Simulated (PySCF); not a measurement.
# C5H11ClSi: what the fields show

```xyz
18

C    -1.4599    1.6544   -0.7054
C    -1.1831    0.3959   -0.3901
C    -2.0111   -0.3497    0.6151
Si    0.2768   -0.5315   -1.1648
Cl   -0.3962   -2.2875   -1.9375
C     1.5779   -0.9339    0.1702
C     2.0426    0.3004    0.9375
H    -0.8749    2.2046   -1.4224
H    -2.2854    2.1885   -0.2594
H    -2.8431    0.2568    0.9675
H    -2.4040   -1.2646    0.1736
H    -1.3998   -0.6349    1.4710
H     0.8592    0.2428   -2.2626
H     2.4436   -1.4133   -0.2908
H     1.1710   -1.6600    0.8777
H     2.7739    0.0304    1.6973
H     1.2028    0.7880    1.4278
H     2.5009    1.0200    0.2636
```

Geometry: GFN2-xTB.

These are results of PBE0/pcSseg-1, SCF density, gas phase, non-relativistic (PySCF), not measurements.

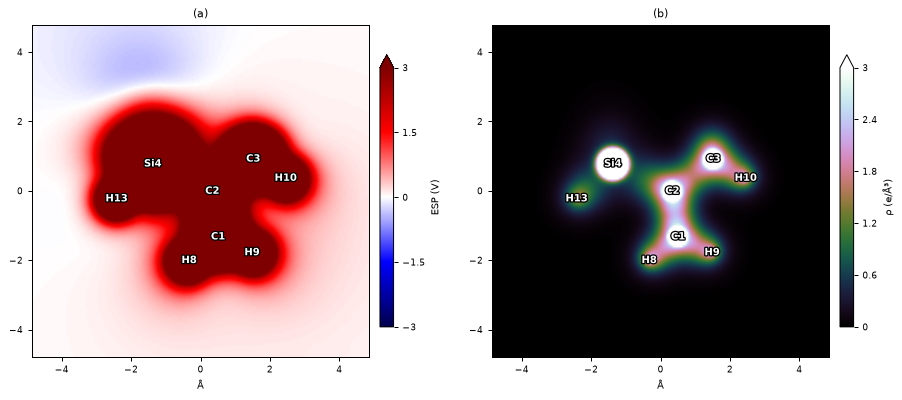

Figure 1. (a) molecular electrostatic potential; (b) electron density on the plane of atoms H8, C1 and H9.

Interpret the plot.

Atoms in the plane: C, Si and H. C–C (1.33 Å): ρ at the midpoint is about 2.3 e/Å³. C–Si (1.90 Å): the density is about 0.94 e/Å³ at the midpoint. C–H (1.08 Å): the density is about 2 e/Å³ at the midpoint. C–C (1.50 Å): the density is about 1.7 e/Å³ at the midpoint. Si–H (1.46 Å): ρ at the midpoint is about 0.82 e/Å³. Outside the dense part of the molecule the potential is most negative (−0.4 V) near Cl5, which lies off the plane.

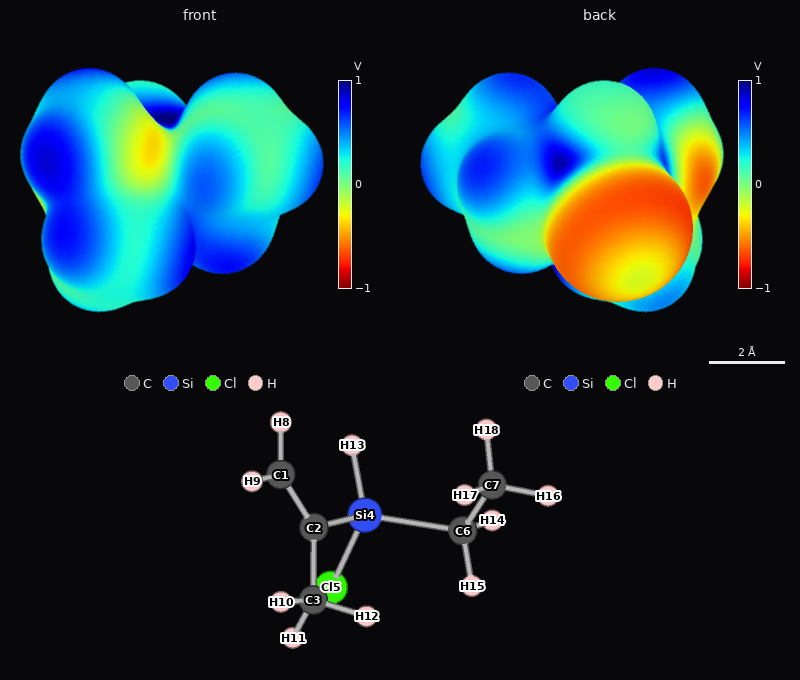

Figure 2. The molecular electrostatic potential painted on the density surface at 0.002 e/bohr³, seen from the front and from behind; the colour scale runs from red (negative) to blue (positive). The bare structure is drawn below in the same view.

Describe the electrostatic potential map.

The most negative region (about −0.7 V) lies over Cl5, the most positive (about +0.9 V) over Si4.

How polar is the molecule by this calculation?

Its dipole moment is 2.00 D.
